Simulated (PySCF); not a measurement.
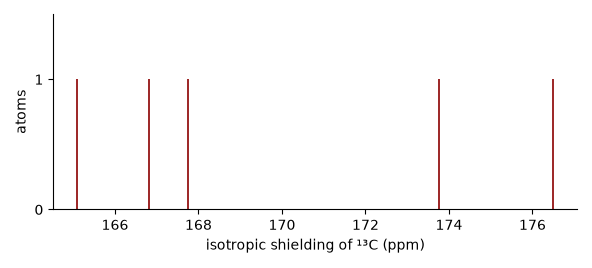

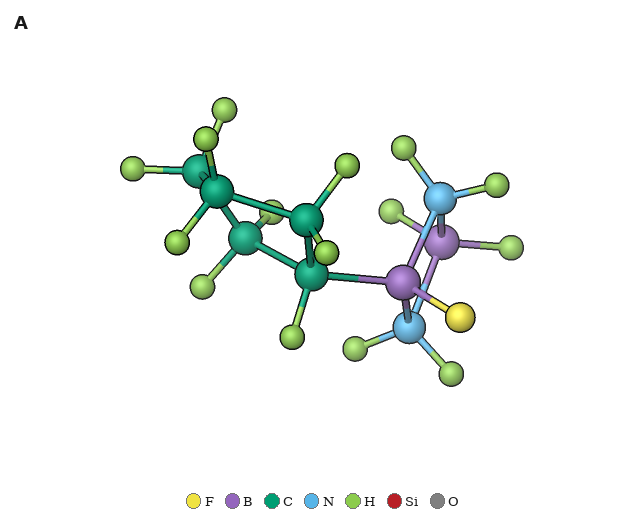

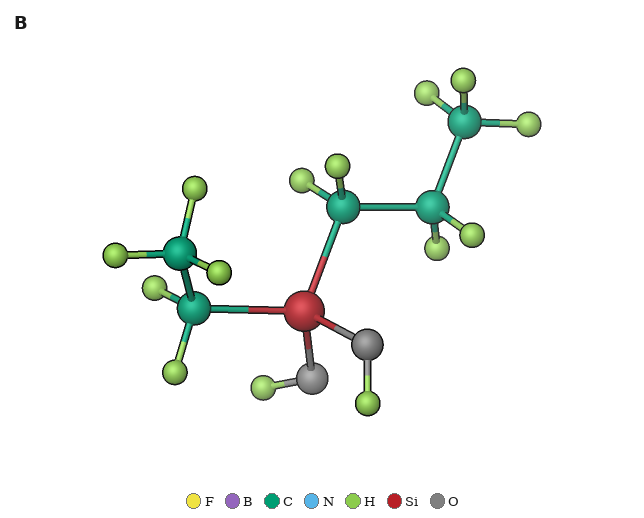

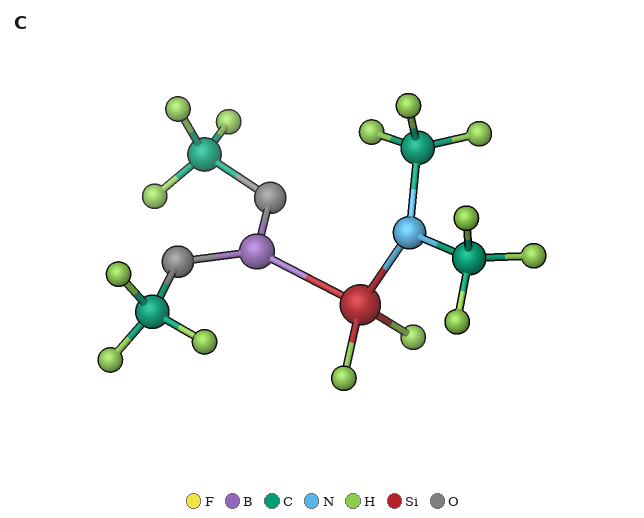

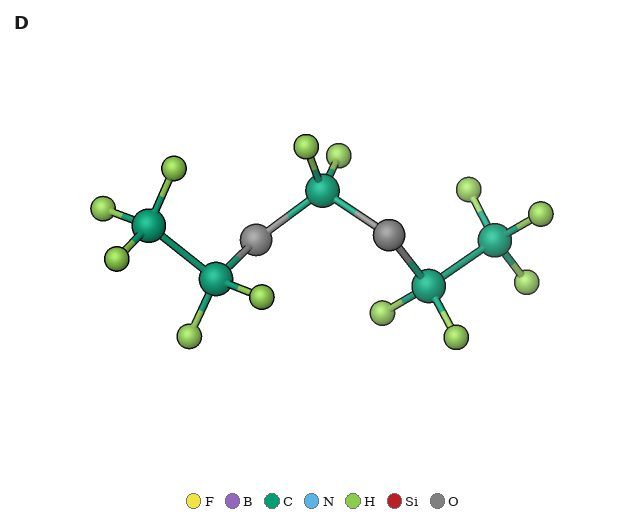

The sticks are computed shieldings of one of the molecules, for one fixed geometry (PBE0-D3(BJ)/def2-SVP) without averaging over rotations. Low shielding means a high chemical shift. Method: GIAO PBE0/pcSseg-1 NMR shielding, non-relativistic, IEF-PCM methanol (PySCF 2.14.0).

Match the spectrum to a structure.

Answer. B, `CCC[Si](O)(O)CC`. Its 5 C atoms give lines at 165.1, 166.8, 167.7, 173.8, 176.5 ppm.
